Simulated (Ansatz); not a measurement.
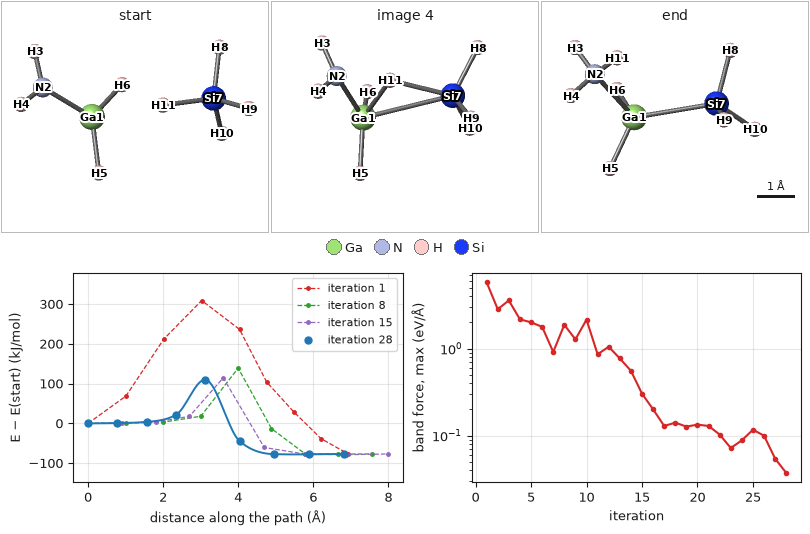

NEB run on GaSiNH$_{8}$, made up at the start of GaNH4 and SiH₄. Images are numbered from 0 (start) to 8 (end). The plot follows the band through its iterations. Style: ball-and-stick. Shown at a tilt.

Method: RKS PBE0-D4/def2-SVP (Ansatz). Run with 7 movable images; climbing image; force threshold 0.05 eV/Å; iteration limit 49; starting path through a guess of the saddle point.

> How did the profile develop, and is the result final?

The result is final at these settings. The band converged in 28 iterations. The largest component of the band force went from 5.8 to 0.037 eV/Å. The climbing image converged on the top of the path. Its vibrational analysis gives one imaginary mode (1346i cm⁻¹), as a transition state must have. The first iteration put the highest image at 309.0 kJ/mol. The energy climbs by 109.8 kJ/mol to image 4 and then falls by 186.7 kJ/mol, so the end point sits at −76.9 kJ/mol. Image 7 lies below both ends, at −77.9 kJ/mol, which points to an intermediate minimum that so few images don't resolve.

Limits of the set-up: the start holds two separate molecules, 2.6 Å apart at their closest, whose relative position is a soft coordinate.

The run took 13 min on 2 threads of AMD EPYC 7R43 64-Core Processor (Zen 3) (shared host), peak memory 0.26 GiB.
